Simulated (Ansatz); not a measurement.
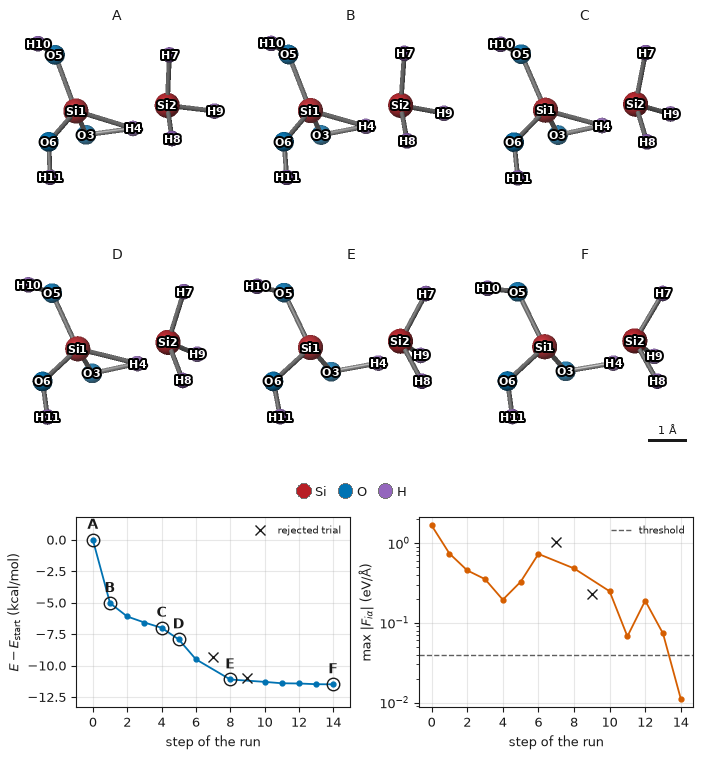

Frames of a constrained relaxation of Si2H6O3, marked on the history of the run. A ball-and-stick model, seen face on.

The reaction that was planned forms Si2–H4 and breaks Si1–Si2, O3–H4 (atoms numbered from 1 in input order).

Level of theory: Ansatz, RKS PBE0-D4/def2-SVP. (held fixed: the distance between atoms 2 (Si) and 4 (H), the distance between atoms 1 (Si) and 2 (Si), the distance between atoms 3 (O) and 4 (H), counting from 1; force threshold 0.04 eV/Å; at most 150 steps)

Question: Describe the path.

Answer: H9 moves most after the best rigid fit: 0.86 Å. By element the largest moves are H 0.86 Å, O 0.39 Å, Si 0.33 Å. Near-neighbour distances that change, for instance: Si1–H4 1.868 → 2.139 Å, Si2–H9 1.468 → 1.563 Å, Si1–O3 1.566 → 1.619 Å, Si1–O5 1.608 → 1.644 Å. Bond angles that change, for instance: Si1–O5–H10 120.9° → 115.6°, H7–Si2–H8 104.9° → 109.4°, H8–Si2–H9 104.6° → 100.3°. After 12 accepted moves (14 points after the start) the energy has fallen by 11.5 kcal/mol. The largest force component goes from 1.7 to 0.011 eV/Å. The line search rejected the trial steps at points 7, 9 of the run. From step 0 to 1: H9 moves most (0.19 Å), energy −5.03 kcal/mol. From step 1 to 4: H9 moves most (0.23 Å), energy −1.96 kcal/mol. From step 4 to 5: H7 moves most (0.17 Å), energy −0.93 kcal/mol. From step 5 to 8: H9 moves most (0.28 Å), energy −3.18 kcal/mol. From step 8 to 14: H10 moves most (0.13 Å), energy −0.39 kcal/mol.

```csv
step,"E − E(0), kcal/mol","largest force component, eV/Å",note
0,0.00,1.6686,
1,-5.03,0.7409,
2,-6.09,0.4553,
3,-6.57,0.3534,
4,-6.99,0.1949,
5,-7.91,0.3270,
6,-9.49,0.7318,
7,-9.34,1.0243,rejected
8,-11.10,0.4820,
9,-10.99,0.2297,rejected
10,-11.28,0.2490,
11,-11.40,0.0676,
12,-11.41,0.1896,
13,-11.47,0.0735,
14,-11.48,0.0111,
```
